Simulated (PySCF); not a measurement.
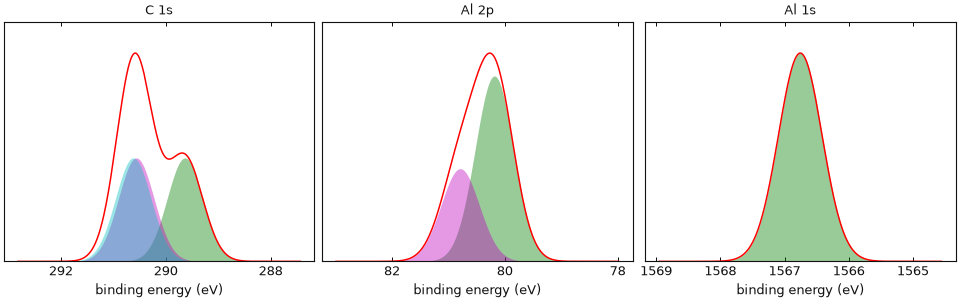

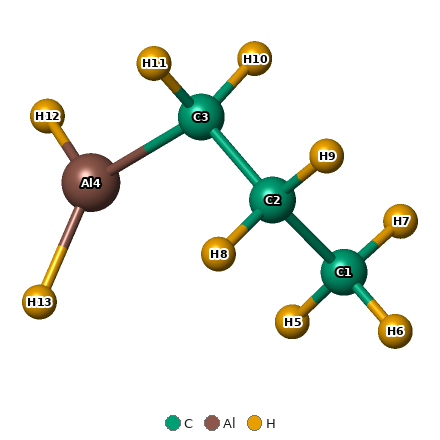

Simulated XPS of C₃H₉Al, SMILES CC[CH2][AlH2], singlet. Vertical core-electron binding energies by ΔSCF (SCAN, pcX-2 on the ionised atom, pcseg-1 elsewhere, spin-free X2C; PySCF, at a PBE0-D3(BJ)/def2-SVP geometry (no frequency check)), gas phase, against the vacuum level. One atom of each kind was ionised; within a panel, areas follow the number of like atoms and 2j + 1 (2p levels are split by first-order spin-orbit coupling, an approximation), each panel is scaled alone, Gaussians of 0.8 eV full width. Only the regions named are shown. Lines closer than the width merge in the curve.

Q: Which atoms give which peak?

A:
```csv
level,atoms,binding energy (eV)
C 1s,C1,290.6
C 1s,C2,290.6
C 1s,C3,289.6
Al 2p1/2,Al4,80.8
Al 2p3/2,Al4,80.2
Al 1s,Al4,1566.8
```

Q: How large is the chemical shift across the C 1s region?

A: 1.0 eV, from C3 at 289.6 eV to C1 at 290.6 eV.

Caveats: one conformer of a flexible molecule.
